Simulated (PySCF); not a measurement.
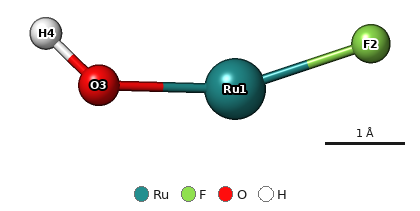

Figure 1. The input geometry (ball-and-stick view, seen on its broad side; atoms are numbered from 1 in the order of the input). Sticks mark near contacts.

**Frequency calculation of RuFOH**

RuFOH, computed with RKS-based PBE0, Ru def2-TZVP with ECP28, F def2-TZVP, O def2-TZVP, H def2-TZVP; non-relativistic Hamiltonian with a scalar-relativistic core potential; density fitting (PySCF 2.14.0).

**Input**
```python
from pyscf import gto, scf, dft
mol = gto.M(atom='''
Ru    -0.030344     0.005477    -0.113634
F      1.759468    -0.076582     0.263016
O     -1.752873     0.016757     0.361877
H     -2.275599     0.685488     0.818938''',
    basis={'Ru': 'def2-TZVP', 'F': 'def2-TZVP', 'O': 'def2-TZVP', 'H': 'def2-TZVP'},
    ecp={'Ru': 'def2-TZVP'},
    charge=0, spin=0)
mf = dft.RKS(mol, xc='PBE0')
mf.grids.atom_grid = (75, 302)
aux = {'Ru': 'def2-universal-JKFIT', 'F': 'def2-universal-JKFIT', 'O': 'def2-universal-JKFIT', 'H': 'def2-universal-JKFIT'}
mf = mf.density_fit(auxbasis=aux)
mf.conv_tol = 1e-09
mf.diis_space = 10
mf.max_cycle = 60
mf.verbose = 4
mf.kernel()
```

The script is an equivalent of the set-up of the self-consistent field. The run itself was carried out by a driver, which started from the orbitals of the step before it where there was one and computed the further properties.

Run on 4 threads of Arm Neoverse V2, 24 GiB of memory available, shared host.

Run as:
```bash
OMP_NUM_THREADS=4 python axn.py task.json out
```

**The program's output**
```
init E= -270.399670606418
  HOMO = -0.230367008289908  LUMO = -0.128372717714903  gap/eV = 2.77541
cycle= 1 E= -270.39967060643  delta_E= -1.27e-11  |g|= 1.93e-06  |ddm|= 9.86e-06
  HOMO = -0.230367440759412  LUMO = -0.128373101309581  gap/eV = 2.77541
Extra cycle  E= -270.399670606438  delta_E= -7.84e-12  |g|= 4.04e-06  |ddm|= 8.57e-06
converged SCF energy = -270.399670606438
```

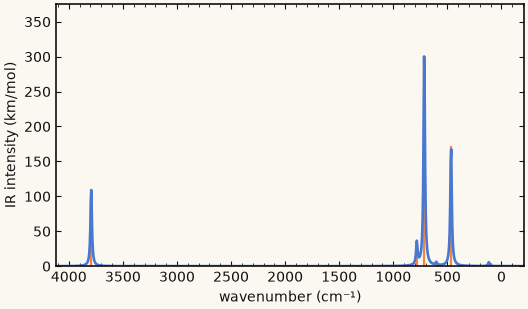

Figure 2. Harmonic infrared spectrum, unscaled: sticks (degenerate modes added up, dark ones marked on the axis) with a Lorentzian envelope of 16 cm⁻¹ full width, scaled to the tallest stick. 6 modes from 117 to 3793 cm⁻¹, none imaginary. The strongest line is at 714 cm⁻¹ (300 km/mol). All modes, in cm⁻¹ (km/mol): 117 (5.7), 466 (172), 603 (4.2), 714 (300), 782 (32), 3793 (110).

**Key numbers**

| quantity | value |
| --- | --- |
| outcome | converged |
| total energy | −270.399671 hartree |
| HOMO | −6.27 eV |
| LUMO | −3.49 eV |
| zero-point energy | 0.014750 hartree |
| dipole moment | 2.74 D |
| wavenumbers, lowest and highest | 117 and 3793 cm⁻¹ |
| wall time | 44 s (CPU time 2.4 min) |
| peak memory | 1.2 GiB |
